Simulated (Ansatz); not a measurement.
LiGeBr₂ (space group P-3m1, No. 164): the end point of a relaxation with DFT PBE, scalar-relativistic, plane waves, PAW (Ansatz); the starting structure was generated, so it need not be a known form of this composition.

```
Li Ge Br
1.0
     4.51198    0.00000    0.00000
    -2.25599    3.90749    0.00000
     0.00000    0.00000    5.85906
Li Ge Br
1 1 2
Direct
  0.00000 0.00000 0.50000
  0.00000 0.00000 0.00000
  0.66667 0.33333 0.24912
  0.33333 0.66667 0.75088
```

Bonds are taken as Br–Ge below 3.4 Å; Li is left out of the net, as the electropositive filling of the structure; no other contact counts. The graph is simplified in the usual way: terminal and isolated atoms are pruned, two-connected atoms become edges.

What net does this leave?

The result is a binodal (3,6)-connected, two-periodic (layers) net: Br is a 3-connected node; Ge is a 6-connected node, in the ratio 2:1. It is the kgd net, known from the layers of CdI2 (1T type). The layers lie parallel to (001).

```
node  links  point symbol  coordination sequence
  Br      3           4^3  3 12 9 24 15 36 21 48
  Ge      6   4^6.6^6.8^3  6 6 18 12 30 18 42 24
```

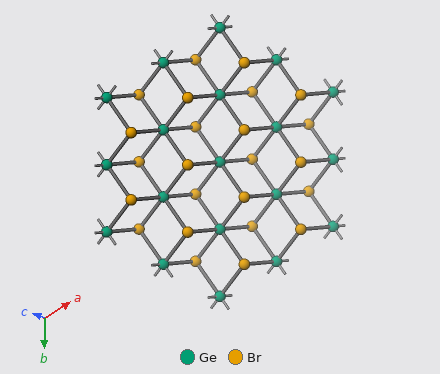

Nodes are coloured by topological kind. One layer is drawn. Short stubs are edges that leave the cut-out.
